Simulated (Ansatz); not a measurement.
**AlS (quartet): one geometry, many settings at distance Al1–S2 = 7.773 Å**

What do other methods and options give for AlS (quartet) at this geometry, and how long do they take?

Program: Ansatz 0.2.0, Gaussian basis. Level of theory: the settings change from run to run. These are calculated values, not measurements.

23 further runs of the same task are left out: 16 that didn't finish, 7 set aside as unsound or not needed. Runs told in other sessions of the task aren't counted.

## 1. The system

The geometry derives from a PBE0/def2-TZVP stationary point (not a proven minimum). One bond is set to the value named and the two fragments are kept rigid.

2 atoms, charge 0, spin multiplicity 4.

Atoms are counted from 1 here; the program's logs count them from 0.

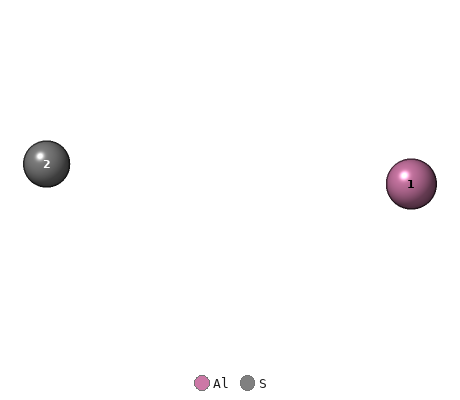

The structure; aluminium pink, sulfur grey; atoms are numbered from 1 in the order of the file.

## 2. BCCD on UHF/cc-pVDZ

in.yaml

```yaml
crystal:
  periodic: [false, false, false]
  atoms:
    - {symbol: Al, position_ang: [0.000000, 0.000000, 0.000000]}
    - {symbol: S, position_ang: [0.000000, 0.000000, 7.773000]}
basis:
  gaussian: {orbitals: cc-pVDZ}
magnetization: {spin_polarized: true, initial_magnetization: 3}
correlation: {method: bccd, electrons: valence, diis_vectors: 4}
scf: {lower_state_search: off}
output: {forces: true}
```

Command:

```
$ ansatz run in.yaml --threads 1 --pin off --events-out ev --progress --plain --max-ram 2393MiB
```

What it wrote, cut to the lines that bear on the results:

```text
Functional definition: HF
  name "HF"
  cite "Fock, Z. Phys. 61, 126 (1930) doi:10.1007/BF01340294"
  parent pbe
[...]
374 factors; integrals over basis functions are off by at most 1.2e-4 eV
[...]
mean field -17398.15391410 eV, -639.3703634508 hartree, gradient 1.4e-10 eV, S^2 3.771359; 4 other end points of the search recorded, 0 dependent functions left out
10 core orbitals not correlated: weight in the atoms' cores, before any rotation towards them, 1.000 or more for the frozen orbitals, at most 0.000 for the correlated occupied ones
reference -17398.15391410 eV, -639.3703634508 hartree; 6, 3 occupied and 20, 23 virtual orbitals, 374 factors
second order -3.11239274 eV of doubles, -0.00000000 eV of singles
cycle   1  -3.79063190 eV  change   -6.8e-1 eV  update   7.3e-2
[...]
cycle   4  -4.06974446 eV  change    1.2e-9 eV  update  7.7e-10
[...]
Total energy: -17402.22365856 eV, -639.5199238012 hartree
Atom 0 at     0.000000     0.000000     0.000000 Å, force     0.000000    -0.000000     0.001060 eV/Å
Atom 1 at     0.000000     0.000000     7.773000 Å, force    -0.000000     0.000000    -0.001060 eV/Å
Dipole moment:     0.000000    -0.000000     0.003002 e Å
Checks for a lower state left out: starts, cluster_reference, orbital_swaps, neighbouring_geometries, increment
```

It took 2.4 s on 1 thread of INTEL XEON PLATINUM 8581C at 2.30GHz, shared host.

From the report: ⟨S²⟩ of the determinant 3.771 (pure quartet: 3.75); correlation -4.0697 eV; largest double amplitude 0.11.

## 3. BCCD on UHF/6-31G

in.yaml

```yaml
crystal:
  periodic: [false, false, false]
  atoms:
    - {symbol: Al, position_ang: [0.000000, 0.000000, 0.000000]}
    - {symbol: S, position_ang: [0.000000, 0.000000, 7.773000]}
basis:
  gaussian: {orbitals: 6-31G}
magnetization: {spin_polarized: true, initial_magnetization: 3}
correlation: {method: bccd, electrons: outside_noble_gas}
```

Launched as before.

What it wrote, cut to the lines that bear on the results:

```text
Functional definition: HF
  name "HF"
  cite "Fock, Z. Phys. 61, 126 (1930) doi:10.1007/BF01340294"
  parent pbe
[...]
278 factors; integrals over basis functions are off by at most 2.1e-4 eV
[...]
mean field -17396.93731944 eV, -639.3256544219 hartree, gradient 7.8e-11 eV, S^2 3.751485; 38 other end points of the search recorded, 0 dependent functions left out
determinant -17396.93731944 eV, -639.3256544219 hartree, with singles and doubles -17398.35575797 eV, -639.3777810764 hartree
determinant -17396.93730738 eV, -639.3256539787 hartree, with singles and doubles -17398.35579278 eV, -639.3777823555 hartree
determinant -17396.93551131 eV, -639.3255879744 hartree, with singles and doubles -17398.35393415 eV, -639.3777140522 hartree
determinant -17396.93542407 eV, -639.3255847683 hartree, with singles and doubles -17398.35384501 eV, -639.3777107764 hartree
[...]
determinant -17396.93542407 eV, -639.3255847683 hartree, with singles and doubles -17398.35420416 eV, -639.3777239749 hartree
determinant -17396.93488908 eV, -639.3255651076 hartree, with singles and doubles -17398.35376905 eV, -639.3777079848 hartree
determinant -17396.93480135 eV, -639.3255618836 hartree, with singles and doubles -17398.35352234 eV, -639.3776989185 hartree
determinant -17396.93307059 eV, -639.3254982794 hartree, with singles and doubles -17398.35176641 eV, -639.3776343893 hartree
10 core orbitals not correlated: weight in the atoms' cores, before any rotation towards them, 1.000 or more for the frozen orbitals, at most 0.000 for the correlated occupied ones
reference -17396.93731944 eV, -639.3256544219 hartree; 6, 3 occupied and 10, 13 virtual orbitals, 278 factors
second order -0.94204909 eV of doubles, -0.00000000 eV of singles
cycle   1  -1.41820729 eV  change    5.5e-4 eV  update   1.9e-3
[...]
cycle   5  -1.41763696 eV  change   -1.4e-6 eV  update   3.5e-6
Total energy: -17398.35495640 eV, -639.3777516192 hartree
```

Wall time 3.4 s (1 thread of INTEL XEON PLATINUM 8581C at 2.30GHz, shared host).

From the report: ⟨S²⟩ of the determinant 3.751 (pure quartet: 3.75); correlation -1.4176 eV; largest double amplitude 0.11.

## 4. BCCD on ROHF/6-31G

in.yaml: that of step 3 with these lines changed.

```diff
@@ -7,3 +7,4 @@
   gaussian: {orbitals: 6-31G}
-magnetization: {spin_polarized: true, initial_magnetization: 3}
+magnetization: {spin_polarized: false, initial_magnetization: 3}
 correlation: {method: bccd, electrons: outside_noble_gas}
+output: {forces: true}
```

The command is unchanged.

What it wrote, cut to the lines that bear on the results:

```text
Functional definition: HF
  name "HF"
  cite "Fock, Z. Phys. 61, 126 (1930) doi:10.1007/BF01340294"
  parent pbe
[...]
278 factors; integrals over basis functions are off by at most 2.1e-4 eV
[...]
mean field -17396.92731906 eV, -639.3252869146 hartree, gradient 4.0e-11 eV, S^2 3.750000; 26 other end points of the search recorded, 0 dependent functions left out
[...]
determinant -17396.92731906 eV, -639.3252869146 hartree, with singles and doubles -17398.35547550 eV, -639.3777706956 hartree
determinant -17396.92730886 eV, -639.3252865396 hartree, with singles and doubles -17398.35551001 eV, -639.3777719641 hartree
determinant -17396.92552601 eV, -639.3252210211 hartree, with singles and doubles -17398.35365175 eV, -639.3777036743 hartree
determinant -17396.92482650 eV, -639.3251953147 hartree, with singles and doubles -17398.35293081 eV, -639.3776771800 hartree
[...]
determinant -17396.92310019 eV, -639.3251318740 hartree, with singles and doubles -17398.35147032 eV, -639.3776235082 hartree
10 core orbitals not correlated: weight in the atoms' cores, before any rotation towards them, 1.000 or more for the frozen orbitals, at most 0.000 for the correlated occupied ones
reference -17396.92731906 eV, -639.3252869146 hartree; 6, 3 occupied and 10, 13 virtual orbitals, 278 factors
second order -0.94198275 eV of doubles, -0.00479053 eV of singles
cycle   1  -1.42801276 eV  change    4.5e-4 eV  update   2.1e-3
[...]
cycle  27  -1.42740381 eV  change   2.6e-10 eV  update   1.1e-9
[...]
the multipliers restart with 30 DIIS vectors
Total energy: -17398.35472287 eV, -639.3777430370 hartree
Atom 0 at     0.000000     0.000000     0.000000 Å, force    -0.000000     0.000000     0.001178 eV/Å
Atom 1 at     0.000000     0.000000     7.773000 Å, force     0.000000    -0.000000    -0.001178 eV/Å
Dipole moment:    -0.000000     0.000000     0.002669 e Å
```

It took 3.7 s on 1 thread of INTEL XEON PLATINUM 8581C at 2.30GHz, shared host.

From the report: correlation -1.4274 eV; largest double amplitude 0.11.

## 5. MP2 on UHF/6-31G

in.yaml

```yaml
crystal:
  periodic: [false, false, false]
  atoms:
    - {symbol: Al, position_ang: [0.000000, 0.000000, 0.000000]}
    - {symbol: S, position_ang: [0.000000, 0.000000, 7.773000]}
basis:
  gaussian: {orbitals: 6-31G}
magnetization: {spin_polarized: true, initial_magnetization: 3}
correlation: {method: mp2, electrons: valence}
```

Same command.

What it wrote, cut to the lines that bear on the results:

```text
Functional definition: HF
  name "HF"
  cite "Fock, Z. Phys. 61, 126 (1930) doi:10.1007/BF01340294"
  parent pbe
[...]
278 factors; integrals over basis functions are off by at most 2.1e-4 eV
[...]
mean field -17396.93731944 eV, -639.3256544219 hartree, gradient 7.8e-11 eV, S^2 3.751485; 24 other end points of the search recorded, 0 dependent functions left out
10 core orbitals not correlated: weight in the atoms' cores, before any rotation towards them, 1.000 or more for the frozen orbitals, at most 0.000 for the correlated occupied ones
reference -17396.93731944 eV, -639.3256544219 hartree; 6, 3 occupied and 10, 13 virtual orbitals, 278 factors
second order -0.94204909 eV of doubles, -0.00000000 eV of singles
Total energy: -17397.87936853 eV, -639.3602740874 hartree
```

Wall time 1.4 s (1 thread of INTEL XEON PLATINUM 8581C at 2.30GHz, shared host).

From the report: ⟨S²⟩ of the determinant 3.751 (pure quartet: 3.75).

## 6. HF (UHF)/6-31G

in.yaml: that of step 5 with these lines changed.

```diff
@@ -8,2 +8,4 @@
 magnetization: {spin_polarized: true, initial_magnetization: 3}
-correlation: {method: mp2, electrons: valence}
+hamiltonian: {xc: hf}
+accuracy: high
+output: {orbitals: {seedname: orbitals}}
```

The command is unchanged.

What it wrote, cut to the lines that bear on the results:

```text
Functional definition: HF
  name "HF"
  cite "Fock, Z. Phys. 61, 126 (1930) doi:10.1007/BF01340294"
  parent pbe
[...]
465 factors; integrals over basis functions are off by at most 3.5e-9 eV
[...]
mean field -17396.93732226 eV, -639.3256545253 hartree, gradient 5.1e-9 eV, S^2 3.751485; 24 other end points of the search recorded, 0 dependent functions left out
reference -17396.93732226 eV, -639.3256545253 hartree; 16, 13 occupied and 10, 13 virtual orbitals, 465 factors
Total energy: -17396.93732226 eV, -639.3256545253 hartree
```

Run time: 1.6 s. Hardware: 1 thread of INTEL XEON PLATINUM 8581C at 2.30GHz, shared host.

From the report: ⟨S²⟩ of the determinant 3.751 (pure quartet: 3.75).

## 7. BCCD/6-31G

in.yaml

```yaml
crystal:
  periodic: [false, false, false]
  atoms:
    - {symbol: Al, position_ang: [0.000000, 0.000000, 0.000000]}
    - {symbol: S, position_ang: [0.000000, 0.000000, 7.773000]}
basis:
  gaussian: {orbitals: 6-31G, fitting: {mean_field: def2-universal-jkfit}}
magnetization: {spin_polarized: false, initial_magnetization: 3}
hamiltonian: {xc: {name: PBE0}}
correlation: {method: bccd, electrons: outside_noble_gas}
```

Same command.

What it wrote, cut to the lines that bear on the results:

```text
Functional definition: PBE0
  name "PBE0"
  cite "Adamo & Barone, J. Chem. Phys. 110, 6158 (1999) doi:10.1063/1.478522"
  cite "Perdew, Burke & Ernzerhof, Phys. Rev. Lett. 77, 3865 (1996) doi:10.1103/PhysRevLett.77.3865"
  parent pbe
[...]
256 factors; integrals over basis functions are off by at most 3.5e-3 eV
[...]
mean field -17419.96583282 eV, -640.1719366793 hartree, gradient 1.7e-7 eV, S^2 3.750000; 17 other end points of the search recorded, 0 dependent functions left out
[...]
10 core orbitals not correlated: weight in the atoms' cores, before any rotation towards them, 1.000 or more for the frozen orbitals, at most 0.000 for the correlated occupied ones
reference -17396.85322351 eV, -639.3225639534 hartree; 6, 3 occupied and 10, 13 virtual orbitals, 256 factors
second order -0.93333972 eV of doubles, -0.02408564 eV of singles
cycle   1  -1.26745217 eV  change   -3.1e-1 eV  update   6.1e-2
[...]
cycle  11  -1.44797955 eV  change    2.2e-6 eV  update   7.4e-6
Total energy: -17398.30120306 eV, -639.3757762203 hartree
```

It took 9 s on 1 thread of INTEL XEON PLATINUM 8581C at 2.30GHz, shared host.

From the report: correlation -1.4480 eV; largest double amplitude 0.11.

## 8. NEVPT2(5,6)/6-31G

in.yaml

```yaml
crystal:
  periodic: [false, false, false]
  atoms:
    - {symbol: Al, position_ang: [0.000000, 0.000000, 0.000000]}
    - {symbol: S, position_ang: [0.000000, 0.000000, 7.773000]}
basis:
  gaussian: {orbitals: 6-31G, point_charges: [{charge: -0.50, position_ang: [4.259, 0.725, 0.079]}]}
magnetization: {spin_polarized: false, initial_magnetization: 3}
correlation: {method: sc_nevpt2, electrons: outside_noble_gas, active_space: {window: {electrons: 5, orbitals: 6}}}
accuracy: high
```

Same command.

What it wrote, cut to the lines that bear on the results:

```text
Functional definition: HF
  name "HF"
  cite "Fock, Z. Phys. 61, 126 (1930) doi:10.1007/BF01340294"
  parent pbe
[...]
465 factors; integrals over basis functions are off by at most 3.5e-9 eV
[...]
mean field -17397.02424229 eV, -639.3288487776 hartree, gradient 7.1e-9 eV, S^2 3.750000; 15 other end points of the search recorded, 0 dependent functions left out
reference -17397.02424229 eV, -639.3288487776 hartree; 16, 13 occupied and 10, 13 virtual orbitals, 465 factors
state -17397.66807389 eV, -639.3525091526 hartree
state -17397.66807389 eV, -639.3525091526 hartree; corrected -17398.23227474 eV, -639.3732431514 hartree
Total energy: -17398.23227474 eV, -639.3732431514 hartree
```

Wall time 1.8 s (1 thread of INTEL XEON PLATINUM 8581C at 2.30GHz, shared host).

From the report: 90 determinants; active occupations 1.91, 1.00, 1.00, 1.00, 0.04, 0.04.

## 9. CASCI(5,6)/6-31G

in.yaml

```yaml
crystal:
  periodic: [false, false, false]
  atoms:
    - {symbol: Al, position_ang: [0.000000, 0.000000, 0.000000]}
    - {symbol: S, position_ang: [0.000000, 0.000000, 7.773000]}
basis:
  gaussian: {orbitals: 6-31G, fitting: {mean_field: def2-universal-jkfit}}
magnetization: {spin_polarized: false, initial_magnetization: 3}
correlation: {active_space: {window: {electrons: 5, orbitals: 6}, fixed_orbitals: true}}
accuracy: high
scf: {lower_state_search: full}
```

Same command.

What it wrote, cut to the lines that bear on the results:

```text
Functional definition: HF
  name "HF"
  cite "Fock, Z. Phys. 61, 126 (1930) doi:10.1007/BF01340294"
  parent pbe
[...]
256 factors; integrals over basis functions are off by at most 3.5e-3 eV
[...]
mean field -17396.92775820 eV, -639.3253030526 hartree, gradient 1.4e-8 eV, S^2 3.750000; 29 other end points of the search recorded, 0 dependent functions left out
reference -17396.92775820 eV, -639.3253030526 hartree; 16, 13 occupied and 10, 13 virtual orbitals, 256 factors
state -17397.20965175 eV, -639.3356624497 hartree
Total energy: -17397.20965175 eV, -639.3356624497 hartree
```

Run time: 2.6 s. Hardware: 1 thread of INTEL XEON PLATINUM 8581C at 2.30GHz, shared host.

From the report: 22 determinants; active occupations 1.96, 1.00, 1.00, 1.00, 0.02, 0.02.

## 10. FCI states/STO-3G

in.yaml

```yaml
crystal:
  periodic: [false, false, false]
  atoms:
    - {symbol: Al, position_ang: [0.000000, 0.000000, 0.000000]}
    - {symbol: S, position_ang: [0.000000, 0.000000, 7.773000]}
basis:
  gaussian: {orbitals: STO-3G}
magnetization: {spin_polarized: false, initial_magnetization: 3}
correlation: {active_space: {window: {electrons: 9, orbitals: 8}, states: [{multiplicity: 4, weights: [1, 1, 1]}], fixed_orbitals: true}}
```

Launched as before.

What it wrote, cut to the lines that bear on the results:

```text
Functional definition: HF
  name "HF"
  cite "Fock, Z. Phys. 61, 126 (1930) doi:10.1007/BF01340294"
  parent pbe
[...]
252 factors; integrals over basis functions are off by at most 2.8e-8 eV
[...]
mean field -17197.28562657 eV, -631.9885900377 hartree, gradient 2.1e-11 eV, S^2 3.750000; 19 other end points of the search recorded, 0 dependent functions left out
reference -17197.28562657 eV, -631.9885900377 hartree; 16, 13 occupied and 2, 5 virtual orbitals, 252 factors
state -17197.98111306 eV, -632.0141486947 hartree
state -17197.97937345 eV, -632.0140847652 hartree
state -17197.97929021 eV, -632.0140817060 hartree
Total energy: -17197.97992557 eV, -632.0141050553 hartree
```

It took 1.2 s on 1 thread of INTEL XEON PLATINUM 8581C at 2.30GHz, shared host.

## 11. The runs in one table

Where basis and cores are those of an earlier FCI/6-31G run (-17398.3673 eV), and the records show the same count of frozen orbitals and kind of state, the miss against it is given; a blank cell means that this couldn't be shown.

```csv
level,correlated,functions,energy (eV),from FCI (meV),time
BCCD on UHF/cc-pVDZ,valence,36,-17402.2237,,2.4 s
BCCD on UHF/6-31G,outside noble gas,26,-17398.3550,12.4,3.4 s
BCCD on ROHF/6-31G,outside noble gas,26,-17398.3547,12.6,3.7 s
MP2 on UHF/6-31G,valence,26,-17397.8794,487.9,1.4 s
HF (UHF)/6-31G,,26,-17396.9373,1430.0,1.6 s
BCCD/6-31G (on PBE0 orbitals),outside noble gas,26,-17398.3012,66.1,9 s
"NEVPT2(5,6)/6-31G (beside a point charge)",outside noble gas,26,-17398.2323,,1.8 s
"CASCI(5,6)/6-31G",,26,-17397.2097,1157.7,2.6 s
FCI states/STO-3G (several states),valence,18,-17197.9799,,1.2 s
```

## 12. Outcome

```
quantity                                      value
    runs                                          9
quickest  FCI states/STO-3G (several states), 1.2 s
 slowest         BCCD/6-31G (on PBE0 orbitals), 9 s
```

Total energies in different bases, with other cores or another treatment of relativity can't be set against each other. BCCD/6-31G (on PBE0 orbitals) took 8 times as long as FCI states/STO-3G (several states); the jobs differ in more than the method. Among the correlated runs with a miss given, it spans +12 to +488 meV. Hartree-Fock, CASSCF and CASCI lack dynamic correlation by design. Cores frozen from Kohn-Sham orbitals shift the total energy.
